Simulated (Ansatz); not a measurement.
## Pt under a change: Pt → Os

Base system: Pt in the fcc (Cu type) structure (space group Fm-3m, No. 225; a = 3.940 Å).

It is then changed as follows: Os takes the place of Pt on all its sites, then cell and atoms are relaxed.

All numbers come from r2SCAN, PAW, 500 eV (Ansatz, a quantum-chemistry and plane-wave program; without spin-orbit coupling), earlier PAW set. Γ-centred 21×21×21 mesh, Fermi–Dirac width 0.05 eV, for the changed cell.

```tsv
quantity	base	changed	shift
volume per atom	15.29 Å³	14.08 Å³	-1.21 Å³
lattice parameter a	3.940 Å	3.833 Å	-0.107 Å
space group	Fm-3m (No. 225)	Fm-3m (No. 225)	–
shortest interatomic distance	2.786 Å	2.710 Å	-0.076 Å
band gap	zero	zero	–
```

Final structure:

```
Os
1.0
    0.00000     1.91641     1.91641
    1.91641     0.00000     1.91641
    1.91641     1.91641     0.00000
Os
1
Direct
  0.00000   0.00000   0.00000
```

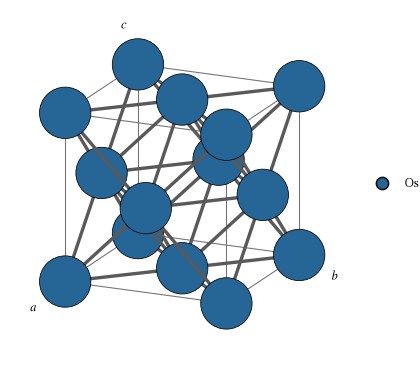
Figure: The relaxed conventional cell after the change

Cost of the whole job for the changed cell (relaxation, final SCF and bands): around 50 core-seconds (rough).

Stability against distortions was not tested. The final runs are not spin-polarised. This is not the structure that Os has at room temperature and ambient pressure.
